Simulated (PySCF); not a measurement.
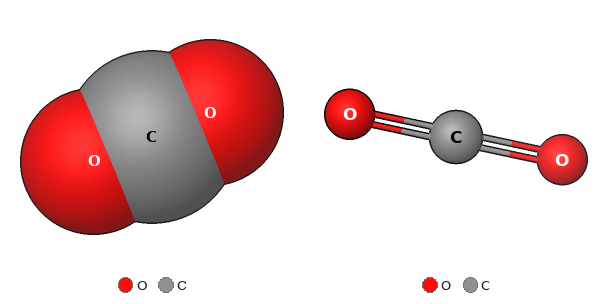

The same structure drawn twice, from different directions.

The computed structure is the end point of a PBE0-D3(BJ)/def2-SVP optimisation. No frequency run is at hand to confirm it as a minimum.

Give the formula.

CO₂, 3 atoms: 1 carbon and 2 oxygen.

What is the point group of this geometry?

D∞h.

The parts below concern this one geometry. Atoms keep their numbers from picture to picture.

**Geometry**

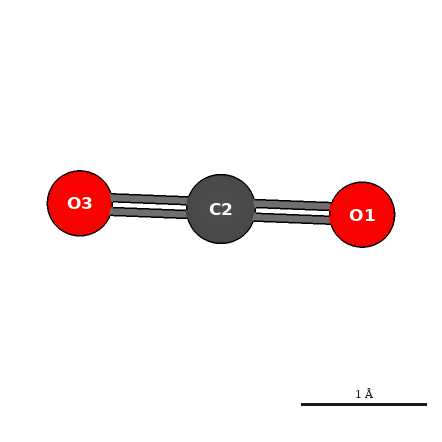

Atoms carry their numbers in the input. No frequency run is at hand to confirm it as a minimum.

Estimate the angles O1–C2–O3.

```tsv
angle	degrees
O1–C2–O3	180.0
```

**Electronic properties**

No frequency run is at hand to confirm it as a minimum. Level of theory: PBE0/pcSseg-1 in chloroform (IEF-PCM) (PySCF 2.14.0).

Give the HOMO–LUMO gap at this level.

11.77 eV.

Give the HOMO energy (Kohn–Sham orbital) at this level.

−10.62 eV.

**NMR shielding**

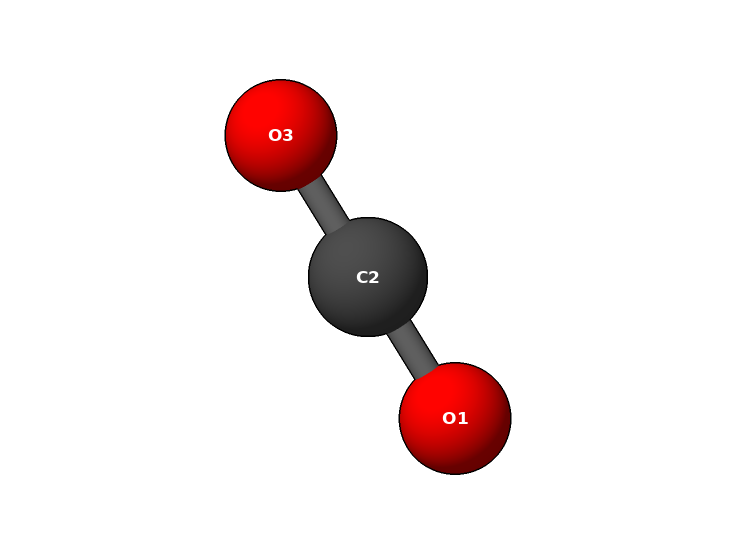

No frequency run is at hand to confirm it as a minimum. Properties computed with GIAO WP04/pcSseg-1 NMR shielding, non-relativistic, IEF-PCM chloroform (PySCF 2.14.0). Principal shieldings σ11 ≤ σ22 ≤ σ33, span Ω = σ33 − σ11, skew κ = 3(σiso − σ22)/Ω.

Give the shielding tensors of the C atoms.

```tsv
atom	σ11	σ22	σ33	σiso	Ω	κ
C2	−77.0	−77.0	285.6	43.9	362.6	1.00
```

Shieldings and span in ppm.

**Polarisability**

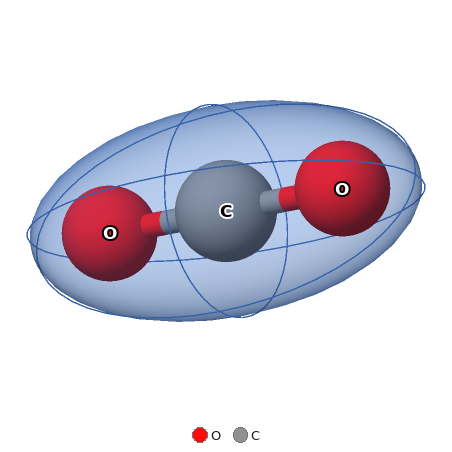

The ellipsoid shows the static dipole polarisability: its half-axes are proportional to the principal values. No frequency run is at hand to confirm it as a minimum. Computed with ωB97X-D/def2-SVPD in chloroform (IEF-PCM) (PySCF 2.14.0).

Give the principal values, the mean and the anisotropy.

Principal values 14.1, 14.1, 30.2 bohr³; mean 19.5 bohr³ (2.89 Å³); anisotropy 16.1 bohr³, so the longest axis is 2.14 times the shortest.
